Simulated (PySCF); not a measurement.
W(O)2(OH)2, SMILES [O]=[W](=[O])([OH])[OH] (H2O4W) at its PBE0/def2-SVP optimised geometry (Å):

```
7

W     -0.9802    -0.7995     0.0000
O     -1.5691     0.7995     0.0000
O     -1.5693    -1.4978    -1.4382
O     -1.6356    -1.7355     1.4899
H     -2.5153    -1.9491     1.8156
O      0.8974    -0.7995     0.0000
H      1.5691    -0.4345    -0.5840
```

Level of theory: PBE0/def2-TZVP, def2 effective core potentials past Kr in PySCF. The core electrons that the potentials of W replace are not part of the density. Cells within 0.4 Å of a nucleus heavier than hydrogen are left out (blank, or x).

Map of the electron localisation function on the plane z = 0.0 Å:

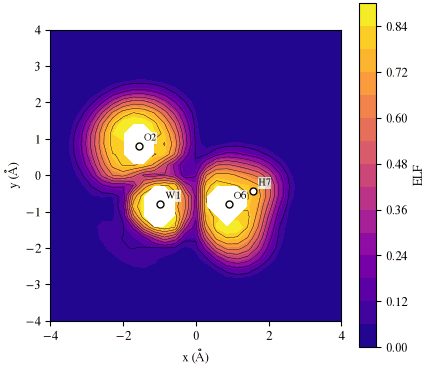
*Electron localisation function on the plane z = 0.0 Å.*
